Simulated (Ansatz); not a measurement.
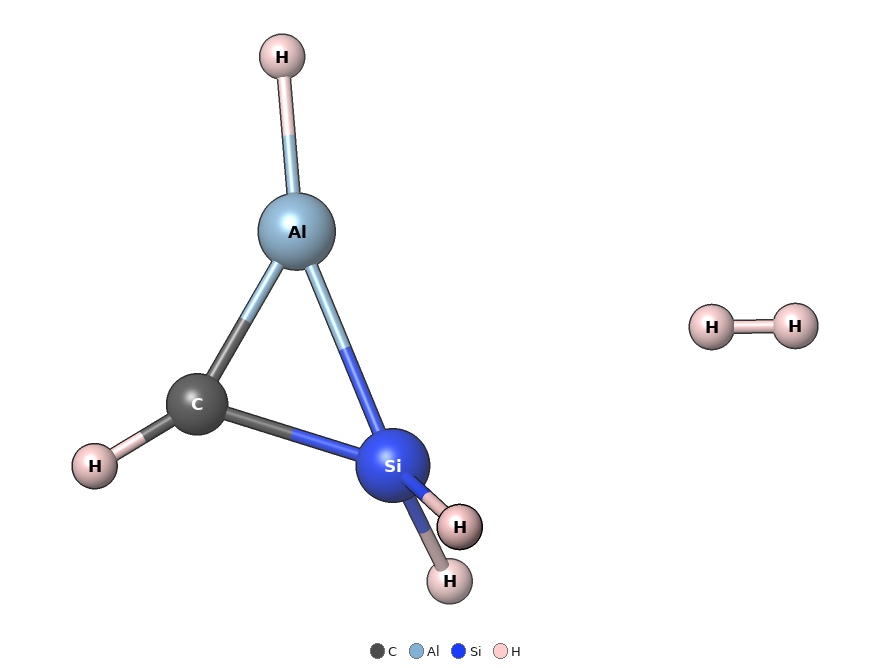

Distant atoms are faded towards the background colour. Charge −1, singlet. The computed structure is the end point of a PBE0-D4/def2-TZVPD optimisation. No frequency run is at hand to confirm it as a minimum.

### List the symmetry elements and name the point group.

It has 1 mirror plane, so the point group is Cs. The group has 2 operations. The geometry is achiral, and symmetry allows a dipole moment.
